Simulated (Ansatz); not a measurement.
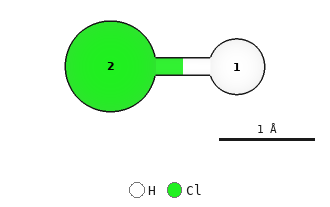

The input geometry (ball-and-stick view, seen on its broad side; atoms are numbered from 1 in the order of the input).

Geometry relaxation, with input and output: HCl

The run: geometry relaxation of HCl. Method and program: RKS PBE0-D4/def2-TZVPD (Ansatz 0.2.0).

Figures and captions count atoms from 1; the log counts them from 0 in places.

## What the program printed
```
The last accepted step is kept in [file] (removed where the run ends without a failure and the disk answers)
Engine: ansatz 0.2.0, x86_64-unknown-linux-gnu
Functional definition: PBE0
  parameter a = 0.25
  parameter kappa = 0.804
  parameter beta = 0.06672455060314922
  exchange = (1 - a)*pbe_x(kappa = kappa, mu = beta*pi^2/3) + a*exact_x
  correlation = pbe_c(beta = beta)
359 factors; their error is unknown
mean field evaluation 1: about -12535.0604 eV, gradient 9.4e0 eV
mean field evaluation 2: about -12535.1148 eV, gradient 9.5e0 eV
mean field evaluation 4: about -12535.2915 eV, gradient 2.7e-1 eV
mean field evaluation 8: about -12535.3203 eV, gradient 8.7e-4 eV
mean field -12535.32030318 eV, -460.6645243964 hartree, gradient 4.2e-5 eV, S^2 0.000000; 0 other end points of the search recorded, 0 dependent functions left out
the calculation of the forces begins
reference -12535.32033664 eV, -460.6645256261 hartree; 9, 9 occupied and 46, 46 virtual orbitals, 359 factors
relax step   1: F+E_penalty+E_count = -12535.32491961 eV  Δ(F+E_penalty+E_count) = +0.000e0 eV  max|allowed force component| = 1.430e0 eV/Å  Δτ_max = 0.0000 Å  (22 SCF iters, accepted)
these checks for a lower state are left out or cut short: starts, cluster_reference, orbital_swaps, neighbouring_geometries, increment
359 factors; their error is unknown
mean field evaluation 16: about -12535.3525 eV, gradient 8.4e-6 eV
mean field -12535.35253916 eV, -460.6657090471 hartree, gradient 9.4e-6 eV, S^2 0.000000; 0 other end points of the search recorded, 0 dependent functions left out
the calculation of the forces begins
reference -12535.35257238 eV, -460.6657102677 hartree; 9, 9 occupied and 46, 46 virtual orbitals, 359 factors
relax step   2: F+E_penalty+E_count = -12535.35713228 eV  Δ(F+E_penalty+E_count) = -3.221e-2 eV  max|allowed force component| = 5.841e-1 eV/Å  Δτ_max = 0.0158 Å  (26 SCF iters, accepted)
these checks for a lower state are left out or cut short: starts, cluster_reference, orbital_swaps, neighbouring_geometries, increment
359 factors; their error is unknown
mean field -12535.35816090 eV, -460.6659156421 hartree, gradient 9.8e-6 eV, S^2 0.000000; 0 other end points of the search recorded, 0 dependent functions left out
the calculation of the forces begins
reference -12535.35819396 eV, -460.6659168571 hartree; 9, 9 occupied and 46, 46 virtual orbitals, 359 factors
relax step   3: F+E_penalty+E_count = -12535.36273797 eV  Δ(F+E_penalty+E_count) = -5.606e-3 eV  max|allowed force component| = 5.122e-2 eV/Å  Δτ_max = 0.0103 Å  (25 SCF iters, accepted)
these checks for a lower state are left out or cut short: starts, cluster_reference, orbital_swaps, neighbouring_geometries, increment
359 factors; their error is unknown
mean field evaluation 32: about -12535.3582 eV, gradient 1.2e-4 eV
mean field -12535.35819526 eV, -460.6659169047 hartree, gradient 9.7e-6 eV, S^2 0.000000; 0 other end points of the search recorded, 0 dependent functions left out
the calculation of the forces begins
reference -12535.35822833 eV, -460.6659181203 hartree; 9, 9 occupied and 46, 46 virtual orbitals, 359 factors
relax step   4: F+E_penalty+E_count = -12535.36277399 eV  Δ(F+E_penalty+E_count) = -3.602e-5 eV  max|allowed force component| = 1.662e-2 eV/Å  Δτ_max = 0.0010 Å  (20 SCF iters, accepted)
these checks for a lower state are left out or cut short: starts, cluster_reference, orbital_swaps, neighbouring_geometries, increment
359 factors; their error is unknown
mean field -12535.35819994 eV, -460.6659170769 hartree, gradient 3.0e-5 eV, S^2 0.000000; 0 other end points of the search recorded, 0 dependent functions left out
the calculation of the forces begins
reference -12535.35823301 eV, -460.6659182923 hartree; 9, 9 occupied and 46, 46 virtual orbitals, 359 factors
relax step   5: F+E_penalty+E_count = -12535.36277827 eV  Δ(F+E_penalty+E_count) = -4.277e-6 eV  max|allowed force component| = 1.096e-5 eV/Å  Δτ_max = 0.0003 Å  (18 SCF iters, accepted)
```

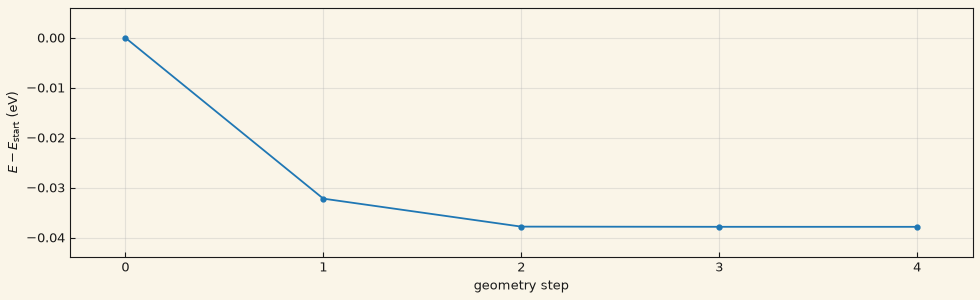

Progress of the relaxation, step by step (the first geometry is step 0 here and step 1 in the log).

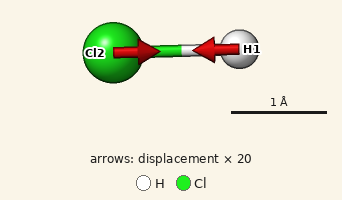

The starting structure with the displacements as red arrows, magnified 20 times (ball-and-stick view, seen at a tilt). The two geometries are laid on each other by the best rigid fit. After 4 geometry steps the energy has fallen by 0.038 eV. The largest force component goes from 1.4 to under 0.0001 eV/Å. The largest moves after the best rigid fit, 0.025 Å, are those of H1 and Cl2. By element the largest moves are H 0.025 Å, Cl 0.025 Å. Among the contacts that change: H1–Cl2 1.330 → 1.279 Å. (Atoms are counted from 1 in the order of the input.)

```
359 factors; their error is unknown
mean field -12535.35819994 eV, -460.6659170769 hartree, gradient 3.0e-5 eV, S^2 0.000000; 1 other end points of the search recorded, 0 dependent functions left out
the calculation of the forces begins
reference -12535.35823301 eV, -460.6659182923 hartree; 9, 9 occupied and 46, 46 virtual orbitals, 359 factors
Total energy: -12535.36281134 eV, -460.6660865427 hartree
Atom 0 at     0.025302     0.000000    -0.000000 Å, force     0.000011    -0.000000    -0.000000 eV/Å
Atom 1 at     1.304698    -0.000000     0.000000 Å, force    -0.000011     0.000000     0.000000 eV/Å
Dipole moment:    -0.233482    -0.000000    -0.000000 e Å
```

## Trajectory as extended XYZ (Å, eV, eV/Å), 5 frames, from step=1 to step=5
```
2
Properties=species:S:1:pos:R:3:forces:R:3 step=1 energy=-12535.32492
H     0.0000    0.0000    0.0000    1.4298   0.0000   0.0000
Cl    1.3300    0.0000    0.0000   -1.4298   0.0000   0.0000
2
Properties=species:S:1:pos:R:3:forces:R:3 step=2 energy=-12535.35713
H     0.0158    0.0000    0.0000    0.5841   0.0000   0.0000
Cl    1.3142    0.0000    0.0000   -0.5841   0.0000   0.0000
2
Properties=species:S:1:pos:R:3:forces:R:3 step=3 energy=-12535.36274
H     0.0261    0.0000    0.0000   -0.0512   0.0000   0.0000
Cl    1.3039    0.0000    0.0000    0.0512   0.0000   0.0000
2
Properties=species:S:1:pos:R:3:forces:R:3 step=4 energy=-12535.36277
H     0.0250    0.0000    0.0000    0.0166   0.0000   0.0000
Cl    1.3050    0.0000    0.0000   -0.0166   0.0000   0.0000
2
Properties=species:S:1:pos:R:3:forces:R:3 step=5 energy=-12535.36278
H     0.0253    0.0000    0.0000    0.0000   0.0000   0.0000
Cl    1.3047    0.0000    0.0000    0.0000   0.0000   0.0000
```

The run was set up as follows.

## The input
```yaml
crystal:
  periodic: [false, false, false]
  atoms:
    - { symbol: H, position_ang: [0.0, 0.0, 0.0] }
    - { symbol: Cl, position_ang: [1.33, 0.0, 0.0] }
basis:
  gaussian: { orbitals: def2-TZVPD }
hamiltonian:
  xc: pbe0
  dispersion: d4
output:
  forces: true
relax:
  f_tol: 0.003
  max_steps: 120
```

Launch command:
```bash
ansatz run input.yaml --threads 1 --pin off --max-ram 2560MiB --backend cpu --events-out ev --progress --plain --runs-dir out
```

## Results in brief

| quantity | value |
| --- | --- |
| outcome | converged |
| total energy | −12535.3628 eV |
| mean-field energy | −12535.3582 eV |
| largest force (length of the vector) at the end | under 0.001 eV/Å |
| hardware | 1 thread of Intel Xeon @ 2.50GHz (Skylake/Cascade Lake), 189 GiB of memory available, shared host |
| wall time | 13 s (CPU time 6.2 s; the host was busy) |
| peak memory | 0.098 GiB |
